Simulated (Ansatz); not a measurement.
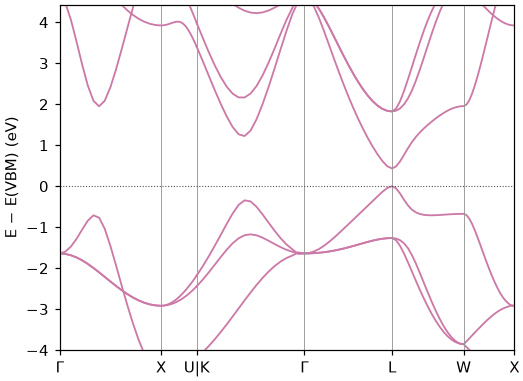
Fig. 1. Band structure from the program Ansatz at the PBE level (PAW)

Problem. Read off the gap and where the band edges lie.

Solution. About 0.4 eV (0.43 eV by a search for the band edges); maximum at L, minimum at L.

The material is PbSe (rock salt, Fm-3m).

Symmetry was held in the PBE relaxation; of distortions, only those at the zone centre were tested. Spin–orbit coupling is left out wherever it is not named.

Potentials: the later of the program's two PAW sets.
